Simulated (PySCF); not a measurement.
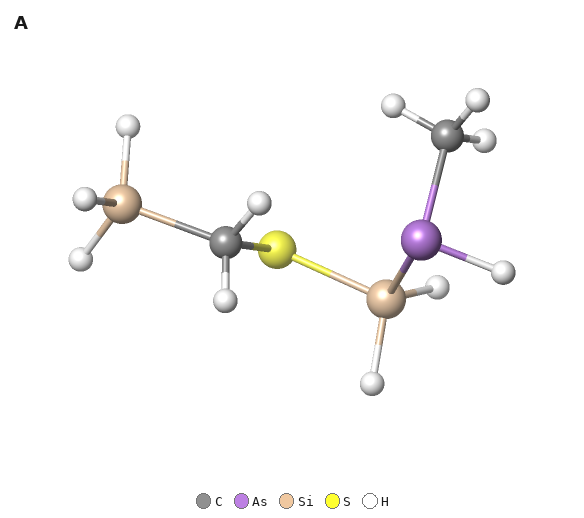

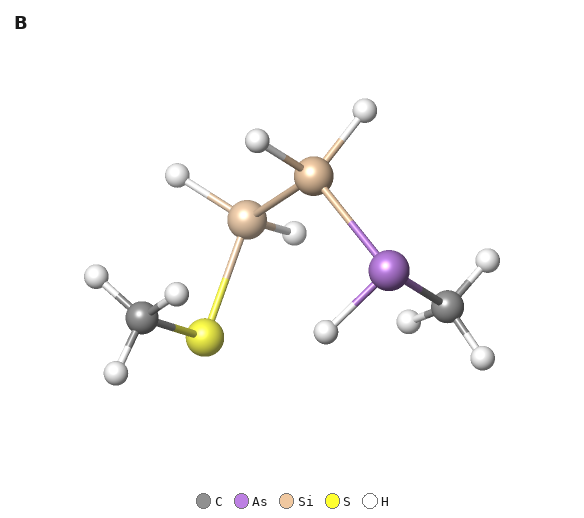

2 stationary structures of one formula. Geometries: GFN2-xTB. Electronic energies: CAM-B3LYP/def2-SVPD (PySCF 2.14.0), without zero-point energy. No frequency run is at hand to confirm each as a minimum. Each is one conformer, not always the lowest.

Question: How are they related?

Answer: They are constitutional isomers of C2H11AsSSi2: A `C[AsH][SiH2]SC[SiH3]`, B `CS[SiH2][SiH2][AsH]C`.

Question: Which structure is the most stable?

Answer: B is lowest; A lies 11.9 kJ/mol above it.

The geometry is semi-empirical. Around As, Si such bond lengths and angles can be off by a tenth of an ångström or more and by several degrees, and values that hang on the shape move with them.
